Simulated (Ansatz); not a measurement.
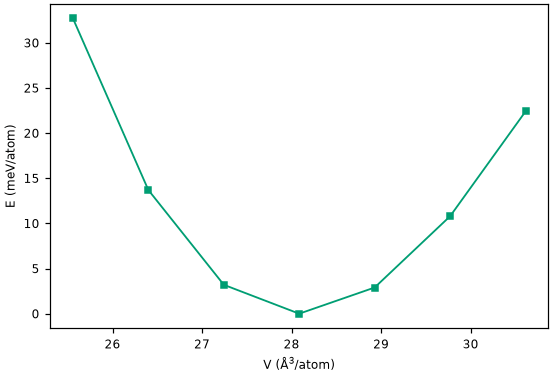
Fig. 1. In (simple cubic, Pm-3m) under volume change, DFT-r²SCAN in the program Ansatz with PAW potentials, scaled uniformly.

Q: What does a third-order Birch–Murnaghan fit give for V₀, B₀ and B′?

A: V₀ = 28.08 Å³/atom, B₀ = 37.4 GPa, B′ = 5.6.

The cell is a constructed one: a structure type filled with these elements; neither database checked (COD, Materials Project) lists it. It is not the phase usual at ambient conditions (space group No. 139). The r²SCAN relaxation kept the symmetry of its start. At this level the phase is mechanically unstable.

Potentials: the later of the program's two PAW sets.
